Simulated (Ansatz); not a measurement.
One crystal and one scan (frozen-phonon scan) at two levels, PBE (plane waves to 420 eV, PAW, scalar-relativistic; Ansatz, a quantum-chemistry and plane-wave program) and r2SCAN (plane waves to 500 eV, PAW, scalar-relativistic; Ansatz), each from its own relaxed cell and on its own mesh. The cell shown is that of PBE.

Starting cell, MgO (rock salt):

```
MgO
1.0
    0.00000     4.25375     4.25375
    2.12687     0.00000     2.12687
    2.12687     2.12687     0.00000
O Mg
2 2
Direct
  0.00000   0.00000   0.00000
  0.50000   0.00000   0.00000
  0.25000   0.50000   0.50000
  0.75000   0.50000   0.50000
```

The atoms are displaced by Q × the pattern below (from a DFPT mode at L = (0.5, 0.0, 0.0), largest move 1; Q in Å), at fixed cell. (q is in reciprocal vectors of the primitive cell; the cell shown is doubled to hold the pattern.)

```tsv
atom	x	y	z
Mg3	-0.577	0.577	0.577
Mg4	0.577	-0.577	-0.577
```

Atoms not listed stay in place.

MgO was relaxed with its symmetry unable to fall. Percentages come from the unrounded values.

| quantity | PBE | r2SCAN | PBE − r2SCAN |
|---|---|---|---|
| Lattice constant a (Å) | 4.254 | 4.204 | +0.050 (+1.2 %) |
| Harmonic wavenumber from the curvature (finite differences) (cm⁻¹ (negative: imaginary)) | 527 | 551 | -24 (-4.4 %) |

PBE gives the higher value for: lattice constant a. PBE gives the lower value for: harmonic wavenumber from the curvature. Both give the same shape of the curve: a single well with its minimum at or next to zero displacement. Neither level is exact: the differences show how much the result hangs on the functional.

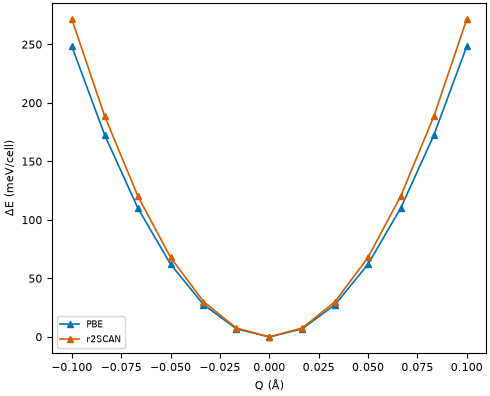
Figure: ΔE, each from the undisplaced structure of its own level.

(For displaced atoms, the force is minus the slope of the energy, and its curvature is a force constant, which sets phonon frequencies.)
